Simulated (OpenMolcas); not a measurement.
# GaHClOF (SMILES [OH][Ga]([F])[Cl]): levels of theory compared

We compute a comparison of 6 runs (HF/3-21G, HF/def2-SVPD, M06-2X/def2-SVPD, PBE0/def2-SVPD, SVWN5/def2-SVPD, r2SCAN/def2-SVPD) of GaHClOF. 

Program for the calculation: OpenMolcas 26.06.

## 1. The system as given

GaHClOF has 5 atoms, charge 0, and is taken as a singlet. As SMILES, `[OH][Ga]([F])[Cl]`. Geometry: relaxed at PBE0-D4/def2-TZVP. This is one conformer, not always the lowest.

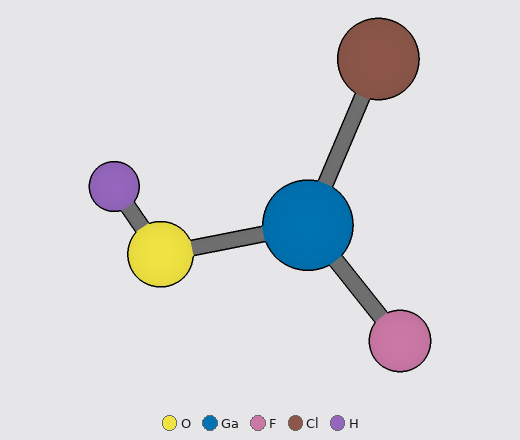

Viewed from a chosen angle; oxygen yellow, gallium blue, fluorine pink, chlorine brown, hydrogen purple.

## 2. Energy and gradient at HF/3-21G (run 1)

job.inp reads:

```
* ClFGaHO Hartree-Fock
>>> EXPORT MOLCAS_PRINT=2

&GATEWAY
 BASLIB
 $CurrDir
 COORD
 5
 angstrom
 O       -0.411400      -1.212900       0.567400
 Ga       0.024700       0.194000      -0.397200
 F       -0.341800       0.143700      -2.089800
 Cl       0.960300       1.923100       0.382300
 H       -0.182000      -1.121400       1.495800
 BASIS
 3-21G
 GROUP
 NoSym

&SEWARD

&SCF
 THRESHOLDS
 1e-10 1e-07 1e-07 1e-05
 PRORBITALS
 1 2

&ALASKA
```

The basis set 3-21G is read from a file made from the Basis Set Exchange's data (not shown).

Started as:

```console
$ export MOLCAS_MEM=1860
$ pymolcas job.inp > job.log
```

The program printed:

```text
--- Start Module: gateway ---
[...]
--- Stop Module: gateway /rc=_RC_ALL_IS_WELL_ ---
[...]
      Basis functions           55
[...]
--- Start Module: scf ---
[...]
       Convergence after  13 Iterations
[...]
::    Total SCF energy                              -2545.2360706663
[...]
      Total spin, S                                     0.0000000000
[...]
      Total electronic charge=   66.000000
      Total            charge=   -0.000000
[...]
      Dipole Moment (debye):
      Origin of the operator (angstrom)=    0.1574    0.4490   -0.3083
                   X=  1.9070E-01               Y= -6.1556E-01               Z=  2.3077E+00           Total=  2.3960E+00
      Quadrupole Moment (debye*angstrom):
[...]
--- Stop Module: scf /rc=_RC_ALL_IS_WELL_ ---
[...]
--- Start Module: alaska ---
[...]
 *              Molecular gradients               *
 **************************************************
  Irreducible representation: a
 ------------------------------------------------------------------------------------------
                              X                       Y                       Z
 ------------------------------------------------------------------------------------------
  O1               -1.14916131174763E-02   -3.19075471302384E-02    1.39578095821982E-02
  GA2               2.96848757754367E-02    4.85069401852503E-02    3.88751067929940E-02
  F3               -6.70529798207564E-03   -1.25527174458484E-03   -3.02401069482414E-02
  CL4              -1.43766994051724E-02   -2.60004714700557E-02   -1.32536170870861E-02
  H5                2.88873472932705E-03    1.06563501595959E-02   -9.33919233998903E-03
 ------------------------------------------------------------------------------------------
--- Stop Module: alaska /rc=_RC_ALL_IS_WELL_ ---
[...]
```

It took 5.4 s on 1 thread of AMD EPYC 7R43 (Zen 3), shared host; peak memory 0.38 GiB.

## 3. Energy and forces at HF/def2-SVPD (run 2)

struct.xyz reads:

```xyz
5

O     -0.411400    -1.212900     0.567400
Ga     0.024700     0.194000    -0.397200
F     -0.341800     0.143700    -2.089800
Cl     0.960300     1.923100     0.382300
H     -0.182000    -1.121400     1.495800
```

calc.input reads:

```
&GATEWAY
 BASLIB=$CurrDir
 COORD=struct.xyz
 BASIS=def2-SVPD
 GROUP=NoSym

&SEWARD

&SCF
 THRESHOLDS=1e-10 1e-07 1e-07 1e-05
 PRORBITALS=1 1

&ALASKA
```

The basis set def2-SVPD is read from a file made from the Basis Set Exchange's data (not shown).

Started as:

```console
$ export MOLCAS_MEM=1860
$ pymolcas calc.input > calc.log
```

The program printed:

```text
--- Start Module: gateway ---
[...]
--- Stop Module: gateway /rc=_RC_ALL_IS_WELL_ ---
[...]
      Basis functions          119
[...]
--- Start Module: scf ---
[...]
       Convergence after  15 Iterations
[...]
::    Total SCF energy                              -2557.2550997182
[...]
      Total spin, S                                     0.0000000000
[...]
      Total electronic charge=   66.000000
      Total            charge=   -0.000000
[...]
      Dipole Moment (debye):
      Origin of the operator (angstrom)=    0.1574    0.4490   -0.3083
                   X=  5.3383E-01               Y=  1.3342E-01               Z=  2.3381E+00           Total=  2.4020E+00
      Quadrupole Moment (debye*angstrom):
[...]
--- Stop Module: scf /rc=_RC_ALL_IS_WELL_ ---
[...]
--- Start Module: alaska ---
[...]
 *              Molecular gradients               *
 **************************************************
  Irreducible representation: a
 ------------------------------------------------------------------------------------------
                              X                       Y                       Z
 ------------------------------------------------------------------------------------------
  O1               -7.65572557820882E-03   -8.65154857346795E-03   -1.86256241446099E-02
  GA2               5.74997426872859E-03    8.95918659047545E-03    8.53875871112519E-03
  F3               -6.32256726938785E-04   -2.67291657972457E-04   -2.53296413946913E-03
  CL4              -3.66872137232832E-03   -6.63968940432369E-03   -3.38565401088076E-03
  H5                6.20672940873601E-03    6.59934304515786E-03    1.60054835838697E-02
 ------------------------------------------------------------------------------------------
--- Stop Module: alaska /rc=_RC_ALL_IS_WELL_ ---
[...]
```

It took 39 s on 1 thread of AMD EPYC 7R43 (Zen 3), shared host; peak memory 0.74 GiB.

Runs 3 to 4 aren't shown in full; the table further down has their settings and results.

## 4. Energy and forces at SVWN5/def2-SVPD (run 5)

run.inp reads:

```
>>> EXPORT MOLCAS_PRINT=2

&GATEWAY
  BasLib=$CurrDir
  BasisSet
  O.def2-SVPD....
  O1 -0.411400 -1.212900 0.567400 angstrom
  End of Basis
  BasisSet
  Ga.def2-SVPD....
  Ga2 0.024700 0.194000 -0.397200 angstrom
  End of Basis
  BasisSet
  F.def2-SVPD....
  F3 -0.341800 0.143700 -2.089800 angstrom
  End of Basis
  BasisSet
  Cl.def2-SVPD....
  Cl4 0.960300 1.923100 0.382300 angstrom
  End of Basis
  BasisSet
  H.def2-SVPD....
  H5 -0.182000 -1.121400 1.495800 angstrom
  End of Basis

&SEWARD
  GridInput
  Grid=UltraFine
  End of Grid

&SCF
  KSDFT=SVWN5
  Thresholds=1e-10 1e-07 1e-07 1e-05
  PrOrbitals=1 1

&ALASKA
```

The basis set def2-SVPD is read from a file made from the Basis Set Exchange's data (not shown).

Started as:

```console
$ export MOLCAS_MEM=1860
$ pymolcas run.inp > run.log
```

The program printed:

```text
--- Start Module: gateway ---
[...]
--- Stop Module: gateway /rc=_RC_ALL_IS_WELL_ ---
[...]
      Basis functions          119
[...]
--- Start Module: scf ---
[...]
       Convergence after  17 Iterations
[...]
::    Total KS-DFT energy                           -2554.6827654323
[...]
      Total spin, S                                     0.0000000000
[...]
      Total electronic charge=   66.000000
      Total            charge=   -0.000000
[...]
      Dipole Moment (debye):
      Origin of the operator (angstrom)=    0.1574    0.4490   -0.3083
                   X=  4.4897E-01               Y= -1.7638E-02               Z=  2.2531E+00           Total=  2.2975E+00
      Quadrupole Moment (debye*angstrom):
[...]
--- Stop Module: scf /rc=_RC_ALL_IS_WELL_ ---
[...]
--- Start Module: alaska ---
[...]
 *              Molecular gradients               *
 **************************************************
  Irreducible representation: a
 ------------------------------------------------------------------------------------------
                              X                       Y                       Z
 ------------------------------------------------------------------------------------------
  O1                3.06068800536075E-03   -5.23914806887404E-04    1.62161758609649E-02
  GA2              -7.84928745192204E-05    8.94653631023701E-04   -2.32763596894747E-03
  F3                3.32749894336182E-04    3.35409001419373E-04    8.89715417812909E-04
  CL4               1.37254180323509E-04    1.78599615757946E-04    2.66479790756335E-04
  H5               -3.45219920547679E-03   -8.84747441200595E-04   -1.50447351005667E-02
 ------------------------------------------------------------------------------------------
--- Stop Module: alaska /rc=_RC_ALL_IS_WELL_ ---
[...]
```

Wall time 57 s (1 thread of AMD EPYC 7R43 (Zen 3), shared host); peak memory 0.75 GiB.

## 5. Energy and forces at r2SCAN/def2-SVPD (run 6)

coord.xyz reads:

```xyz
5

O     -0.411400    -1.212900     0.567400
Ga     0.024700     0.194000    -0.397200
F     -0.341800     0.143700    -2.089800
Cl     0.960300     1.923100     0.382300
H     -0.182000    -1.121400     1.495800
```

run.input reads:

```
* ClFGaHO Kohn-Sham DFT

&GATEWAY
  BasLib=$CurrDir
  Coord=coord.xyz
  Basis=def2-SVPD
  Group=NoSym

&SEWARD
  GridInput
  Grid=UltraFine
  End of Grid

&SCF
  KSDFT=2
  1.0 MGGA_X_R2SCAN
  1.0 MGGA_C_R2SCAN
  Thresholds=1e-10 1e-07 1e-07 1e-05
  PrOrbitals=1

&ALASKA
```

The basis set def2-SVPD is read from a file made from the Basis Set Exchange's data (not shown).

Started as:

```console
$ export MOLCAS_MEM=1860
$ pymolcas run.input > run.log
```

The program printed:

```text
--- Start Module: gateway ---
[...]
--- Stop Module: gateway /rc=_RC_ALL_IS_WELL_ ---
[...]
      Basis functions          119
[...]
--- Start Module: scf ---
[...]
       Convergence after  15 Iterations
[...]
::    Total KS-DFT energy                           -2560.2310213875
[...]
      Total spin, S                                     0.0000000000
[...]
      Total electronic charge=   66.000000
      Total            charge=   -0.000000
[...]
      Dipole Moment (debye):
      Origin of the operator (angstrom)=    0.1574    0.4490   -0.3083
                   X=  4.1672E-01               Y= -6.3276E-02               Z=  2.1956E+00           Total=  2.2357E+00
      Quadrupole Moment (debye*angstrom):
[...]
--- Stop Module: scf /rc=_RC_ALL_IS_WELL_ ---
[...]
--- Start Module: alaska ---
[...]
 *              Molecular gradients               *
 **************************************************
  Irreducible representation: a
 ------------------------------------------------------------------------------------------
                              X                       Y                       Z
 ------------------------------------------------------------------------------------------
  O1                2.01454643431376E-03    3.13493745476734E-03    2.95779955092357E-03
  GA2              -4.92557596913912E-05    4.48319998263003E-04   -1.19887889474279E-03
  F3                1.40445578865300E-03    5.29855316788952E-04    5.73347817517345E-03
  CL4              -2.44937805118184E-03   -4.56824964730629E-03   -1.96356155455035E-03
  H5               -9.20368412206329E-04    4.55136877606899E-04   -5.52883727696241E-03
 ------------------------------------------------------------------------------------------
--- Stop Module: alaska /rc=_RC_ALL_IS_WELL_ ---
[...]
```

Run time: 77 s. Hardware: 1 thread of AMD EPYC 7R43 (Zen 3), shared host; peak memory 0.75 GiB.

## 6. Overview of the runs

```csv
run,level,integration grid,energy (Eh),dipole moment (D),HOMO energy (eV),LUMO energy (eV),wall time
1,HF/3-21G,–,-2545.236071,2.40,-13.14,1.56,5.4 s
2,HF/def2-SVPD,–,-2557.255100,2.40,-13.30,0.73,39 s
3,M06-2X/def2-SVPD,UltraFine,-2560.273913,2.30,-11.23,-1.19,83 s
4,PBE0/def2-SVPD,UltraFine,-2559.766157,2.28,-9.82,-1.94,64 s
5,SVWN5/def2-SVPD,UltraFine,-2554.682765,2.30,-8.44,-3.14,57 s
6,r2SCAN/def2-SVPD,UltraFine,-2560.231021,2.24,-8.62,-2.51,77 s
```

## 7. Summary of results

| quantity | value |
| --- | --- |
| run 6: total energy | -2560.23102 Eh |
| run 6: dipole moment | 2.24 D |
| run 6: HOMO energy | -8.62 eV |
| run 6: LUMO energy | -2.51 eV |
| run 6: HOMO–LUMO gap | 6.12 eV |
| run 6: largest force on an atom | 0.305 eV/Å |

The dipole moment (its size) runs from 2.24 D (r2SCAN/def2-SVPD) to 2.40 D (HF/def2-SVPD). The HOMO–LUMO gap runs from 5.29 eV (SVWN5/def2-SVPD) to 14.71 eV (HF/3-21G). The two ends differ in method and basis. Totals of different functionals can't be ranked against each other. All runs together took 5.4 min, the longest 83 s.
